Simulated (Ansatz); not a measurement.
Input file:

```
crystal:
  periodic: [false, false, false]
  atoms:
    - {symbol: F, position_ang: [-2.389933, -0.199795, -0.032263]}
    - {symbol: C, position_ang: [-1.134928, -0.433451, 0.397711]}
    - {symbol: F, position_ang: [-0.859990, -1.746887, 0.197450]}
    - {symbol: C, position_ang: [-0.159546, 0.394824, -0.419379]}
    - {symbol: F, position_ang: [-0.400133, 1.714656, -0.162338]}
    - {symbol: C, position_ang: [1.281966, 0.062615, -0.081070]}
    - {symbol: F, position_ang: [1.517144, 0.307213, 1.229503]}
    - {symbol: F, position_ang: [2.105528, 0.847263, -0.805119]}
    - {symbol: H, position_ang: [-1.081177, -0.215147, 1.467817]}
    - {symbol: H, position_ang: [-0.329689, 0.197502, -1.483363]}
    - {symbol: H, position_ang: [1.515959, -0.985795, -0.288350]}
basis:
  gaussian: {orbitals: def2-TZVPP}
hamiltonian: {xc: pbe0, dispersion: d4}
output: {orbitals: {seedname: orbitals}}
```

Command:

```sh
ansatz run in.yaml --threads 4 --pin off --events-out ev --progress --plain --max-ram 11315MiB
```

Geometry: PBE0-D4/def2-TZVP.

The calculation used RKS PBE0-D4/def2-TZVPP in Ansatz 0.2.0.

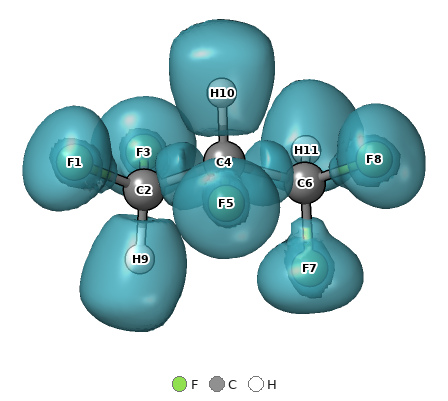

C₃H₃F₅ (SMILES FC(F)C(F)C(F)F). Isosurface of the ELF at 0.75 (cyan), seen from one side. Only the valence region is drawn (cores and ρ < 0.01 e/Å³ removed).

Q: Describe the localisation domains.

A: At this value the surface marks out two regions between bonded C–C atoms (shared pairs), three regions around hydrogen nuclei and five regions on F in which the atom's valence shell and bonds are merged. Profiles from the grid: C–F (1.35 Å): the ELF peaks at about 0.85 between the atoms: a polar covalent bond. C–C (1.52 Å): the ELF peaks at about 1 between the atoms, as expected for a covalent bond.
